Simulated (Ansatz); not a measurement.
A series of calculations on SiNH$_{3}$F$_{2}$ and related structures

**1. Relaxation**

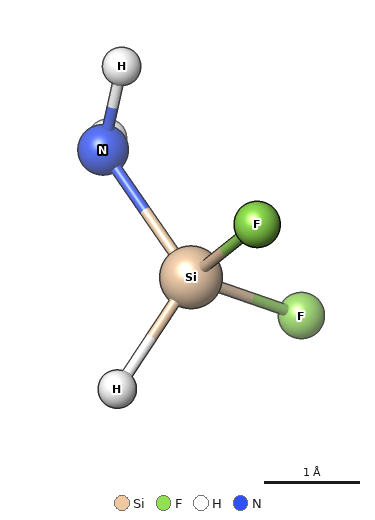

Starting structure of SiNH3F2. The picture is a ball-and-stick view, seen from a free direction.

It is one of the separated products of a reaction.

The calculation used Ansatz 0.2.0, RKS PBE0-D4/def2-TZVP.

Input
```yaml
crystal:
  periodic: [false, false, false]
  atoms:
    - {symbol: Si, position_ang: [-0.683260, 0.091551, 1.596243]}
    - {symbol: F, position_ang: [0.478079, -0.910209, 1.986704]}
    - {symbol: F, position_ang: [-1.455329, 0.447806, 2.940700]}
    - {symbol: H, position_ang: [-1.646183, -0.557253, 0.707544]}
    - {symbol: N, position_ang: [-0.069355, 1.615443, 1.045280]}
    - {symbol: H, position_ang: [0.878867, 1.572675, 0.690451]}
    - {symbol: H, position_ang: [-0.154128, 2.368345, 1.716584]}
basis:
  gaussian: {orbitals: def2-TZVP}
hamiltonian: {xc: pbe0, dispersion: d4}
relax: {f_tol: 0.005, max_steps: 200}
```

Launched with:
```bash
ansatz run in.yaml --threads 4 --pin off --events-out ev --progress --plain --max-ram 66560MiB --backend cpu
```

> What does the optimiser find from here?

The atom that moves furthest after the best rigid fit is H6 (0.67 Å). Largest moves by element: H 0.67 Å, F 0.25 Å, N 0.15 Å, Si 0.08 Å. Among the contacts that change: Si1–N5 1.733 → 1.684 Å, Si1–F2 1.583 → 1.591 Å, Si1–H4 1.462 → 1.470 Å, N5–H6 1.013 → 1.006 Å. Among the angles between lasting bonds that change: Si1–N5–H7 114.4° → 122.6°, Si1–N5–H6 113.9° → 121.4°, H4–Si1–N5 115.5° → 110.9°. Over 13 accepted moves (15 points after the start) the energy falls by 2.53 kcal/mol. The largest force component goes from 1.4 to 0.00079 eV/Å. The line search rejected the trial steps at points 4, 7 of the run.

Step by step:

```tsv
step	E − E(0), kcal/mol	largest force component, eV/Å	note
0	0.00	1.4125	
1	-1.10	0.7379	
2	-1.66	0.2505	
3	-2.05	0.1676	
4	-2.02	0.2441	rejected
5	-2.16	0.0729	
6	-2.26	0.0429	
7	-1.74	1.4773	rejected
8	-2.34	0.0758	
9	-2.39	0.2715	
10	-2.45	0.1031	
11	-2.52	0.0274	
12	-2.52	0.0132	
13	-2.52	0.0212	
14	-2.53	0.0084	
15	-2.53	0.0008
```

Final geometry:

```xyz
7

Si   -0.6713    0.1156    1.6748
F     0.3958   -0.9274    2.2257
F    -1.6422    0.3791    2.9012
H    -1.3776   -0.5370    0.5631
N    -0.0271    1.5943    1.1917
H     0.3766    1.7177    0.2787
H     0.2946    2.2861    1.8482
```

The end point in the same view:

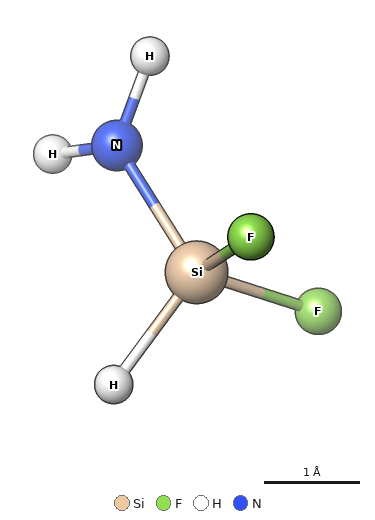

**2. Relaxation**

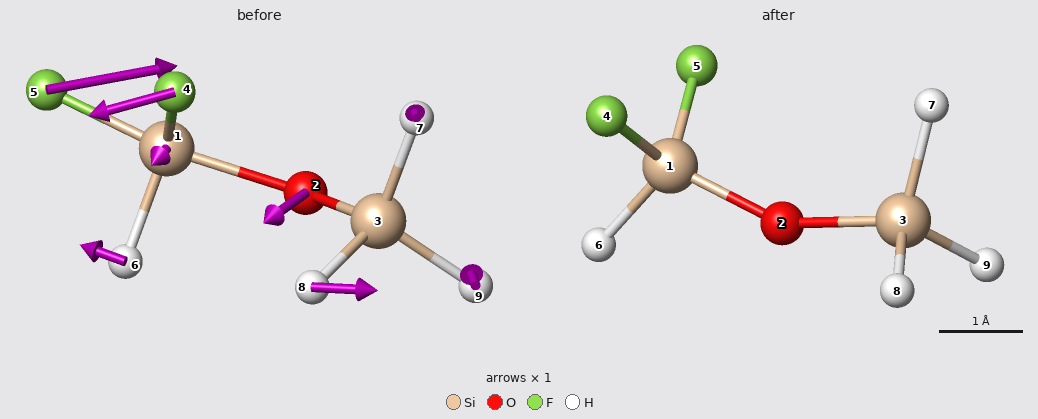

The structure of Si2H4OF2 before (left) and after (right) a relaxation, at one scale. The purple arrows give the displacements, at their true length.

Style: ball-and-stick. Shown at a tilt.

It is one of the separated reactants of a reaction.

Computed with RKS PBE0-D4/def2-TZVP in Ansatz 0.2.0.

Input
```yaml
crystal:
  periodic: [false, false, false]
  atoms:
    - {symbol: Si, position_ang: [-0.639219, -0.180821, 1.062930]}
    - {symbol: O, position_ang: [0.029294, -0.369522, -0.565379]}
    - {symbol: Si, position_ang: [0.806483, -1.685007, -1.201529]}
    - {symbol: F, position_ang: [0.428642, -1.230211, 1.656710]}
    - {symbol: F, position_ang: [-1.133224, 0.312063, 2.560038]}
    - {symbol: H, position_ang: [-1.995515, -0.558990, 0.626954]}
    - {symbol: H, position_ang: [2.210839, -1.752269, -0.725593]}
    - {symbol: H, position_ang: [0.098353, -2.939297, -0.844765]}
    - {symbol: H, position_ang: [0.798842, -1.507301, -2.675581]}
basis:
  gaussian: {orbitals: def2-TZVP}
hamiltonian: {xc: pbe0, dispersion: d4}
relax: {f_tol: 0.005, max_steps: 200}
```

Run as
```bash
ansatz run in.yaml --threads 4 --pin off --events-out ev --progress --plain --max-ram 66560MiB --backend cuda --devices 0, --max-vram 37GiB
```

Question: What changed between the two?

Answer: F5 moves most after the best rigid fit: 1.65 Å. Largest moves by element: F 1.65 Å, O 0.90 Å, H 0.85 Å, Si 0.38 Å. Among the contacts that change: Si1–O2 1.770 → 1.600 Å, Si1–F5 1.652 → 1.582 Å, Si1–F4 1.611 → 1.582 Å, Si1–H6 1.474 → 1.464 Å. Among the angles between lasting bonds that change: O2–Si1–F5 168.1° → 110.1°, Si1–O2–Si3 128.0° → 152.0°, O2–Si1–F4 91.1° → 110.1°. Groups turn about O2–Si3 by about 70°. After 23 accepted moves (27 points after the start) the energy has fallen by 57.5 kcal/mol. The largest force component goes from 3.8 to 0.0037 eV/Å. The line search rejected the trial steps at points 11, 16, 18, 19 of the run. The forces were under the threshold at step 20, but the run went on from there. The run took about 40 s of wall time on a shared GPU.

**3. Reaction**

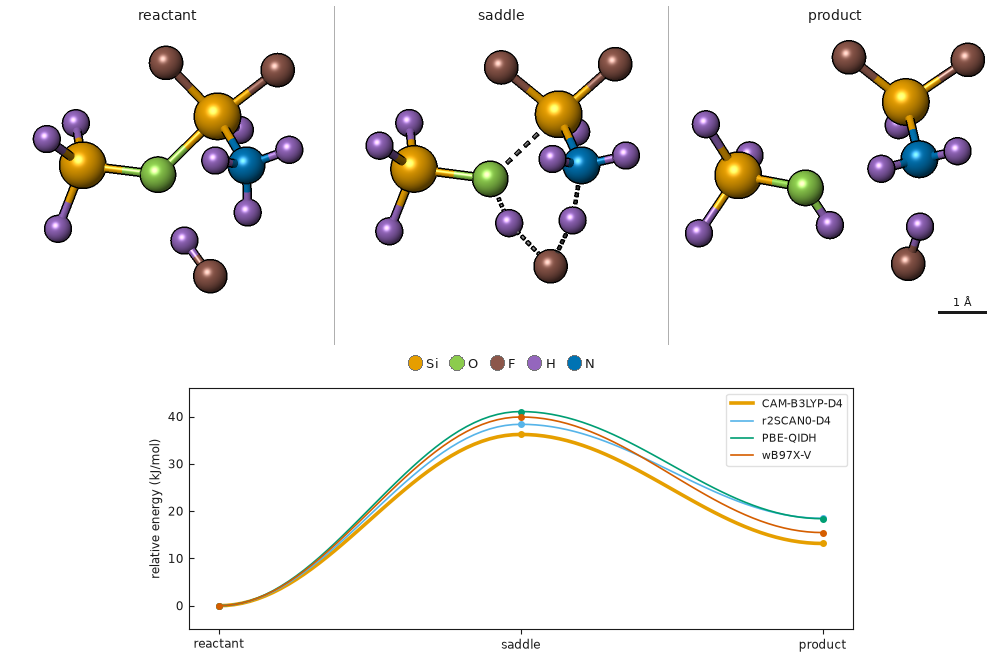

A reaction step of Si$_{2}$NH$_{8}$OF$_{3}$, with its energy diagram. Style: ball-and-stick. Shown at a tilt. Dashed sticks mark bonds that form or break.

Stationary points at PBE0-D4/def2-TZVP, single-point energies with CAM-B3LYP-D4, r2SCAN0-D4, PBE-QIDH, wB97X-V (def2-TZVPP where no basis is named; Ansatz 0.2.0). The energies are electronic, without zero-point or thermal terms, and both ends are the minima reached downhill from the saddle, with any fragments still in contact.

### What happens, and what does it cost?

Counted by bonded pieces, the reactant holds HF + Si₂H₇NOF₂ and the product holds HF + SiH₃NF₂ + SiH₄O. From the reactant over the saddle to the product, bonds form: H–O (1.51 → 1.04 → 0.97 Å), F–H (1.84 → 1.19 → 0.97 Å). Bonds break: O–Si (1.77 → 2.01 → 2.81 Å), H–N (1.03 → 1.23 → 1.63 Å), F–H (0.97 → 1.38 → 1.86 Å). The saddle has one imaginary mode, 442i cm⁻¹. With CAM-B3LYP-D4 the barrier is 36.2 kJ/mol from the reactant and 23.1 kJ/mol from the product, and the product lies 13.2 kJ/mol above the reactant.

```
       level  barrier from the reactant (kJ/mol)  barrier from the product (kJ/mol)  the product less the reactant (kJ/mol)
CAM-B3LYP-D4                                36.2                               23.1                                    13.2
  r2SCAN0-D4                                38.4                               19.9                                    18.5
    PBE-QIDH                                41.1                               22.7                                    18.4
     wB97X-V                                39.9                               24.4                                    15.5
```
